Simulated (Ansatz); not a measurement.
The calculation's input:

```
crystal:
  periodic: [false, false, false]
  atoms:
    - { symbol: Al, position_ang: [0.0, 0.0, 0.0] }
    - { symbol: H, position_ang: [0.0, 0.0, 1.91] }
    - { symbol: H, position_ang: [1.351, 0.0, -0.78] }
    - { symbol: H, position_ang: [-1.351, 0.0, -0.78] }
    - { symbol: O, position_ang: [0.0869, -1.972, 0.6559] }
    - { symbol: H, position_ang: [-0.4595, -2.5566, 0.0397] }
    - { symbol: H, position_ang: [0.0439, -0.9965, 1.8084] }
basis:
  gaussian: { orbitals: def2-SVP }
hamiltonian:
  xc: revpbe
  dispersion: d4
relax:
  f_tol: 0.15
  max_steps: 25
  restrain:
    - { distance: [0, 4], at: 1.78, k: 30.0 }
    - { distance: [6, 1], at: 0.66, k: 30.0 }
    - { distance: [0, 1], at: 2.76, k: 30.0 }
    - { distance: [6, 4], at: 2.21, k: 30.0 }
output:
  orbitals: {}
```

Command:

```sh
ansatz run input.yaml --threads 1 --pin off --max-ram 2048MiB --backend cpu --events-out ev --progress --plain --runs-dir out
```

The fields are those of the run's last geometry, not of the input's.

Not at a stationary point (largest force 1.9 eV/Å).

Level of theory: RKS revPBE-D4/def2-SVP (Ansatz 0.2.0).

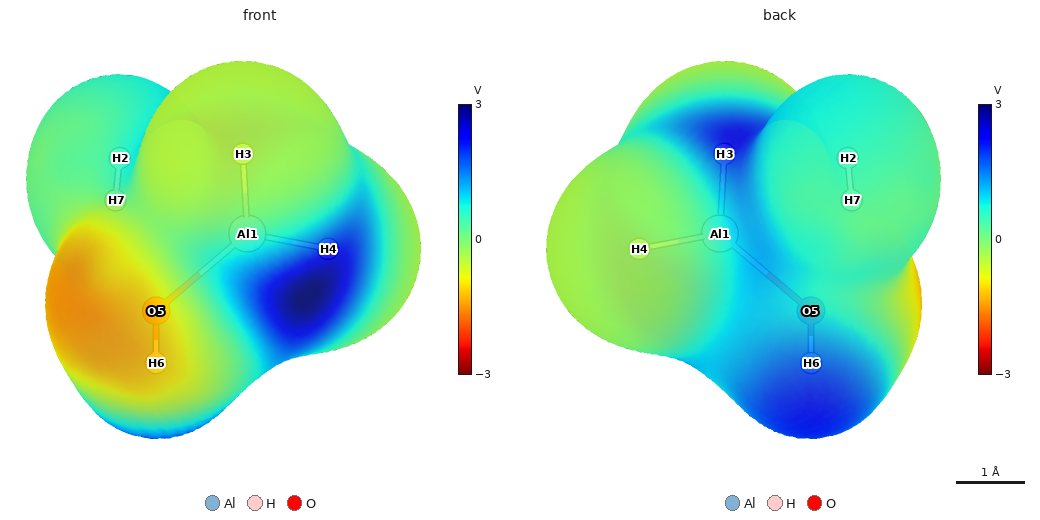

AlH₃O···H₂. The electrostatic potential painted on the density surface at 0.002 e/bohr³, seen from the front and from behind; red is negative and blue positive.

> Where is the surface potential most negative and most positive?

The most negative region (about −1.6 V) lies over O5, the most positive (about +2.9 V) over Al1. O5 is the likeliest acceptor of a hydrogen bond.
